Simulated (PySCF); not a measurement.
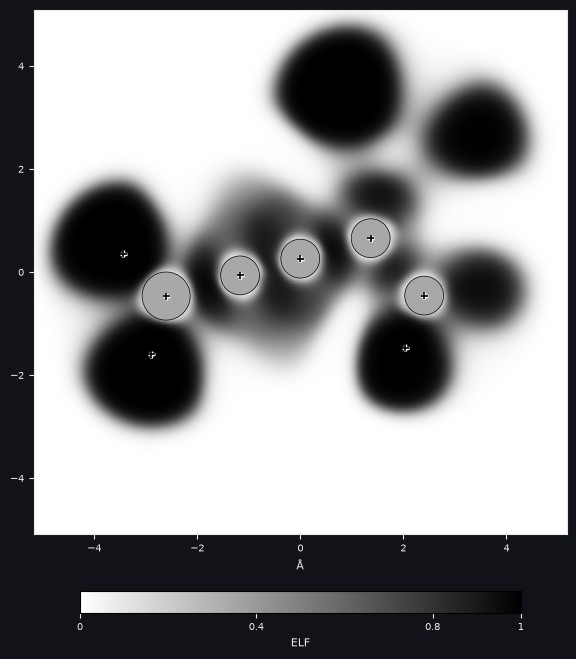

The ELF on a plane through atoms (crosses mark nuclei in the plane; grey discs cover the cores).

Method: PySCF 2.14.0, PBE0/pcSseg-1, SCF density, gas phase, non-relativistic.

Candidates:
A. C2H9FO2Si2 (SMILES F[SiH2]OCOC[SiH3])
B. C5H8BFSi
C. C5H8AlClO2 (SMILES CCC1=[O+][AlH2-][O]C(Cl)=C1)

Which system is this?

Candidate B: C5H8BFSi on the plane of atoms C3, C4 and C6, which holds B, C and H. C–C (1.21 Å): the ELF peaks at about 0.85 between the atoms: a multiple bond. C–B (1.49 Å): the ELF peaks at about 0.95 between the atoms, as expected for a covalent bond.
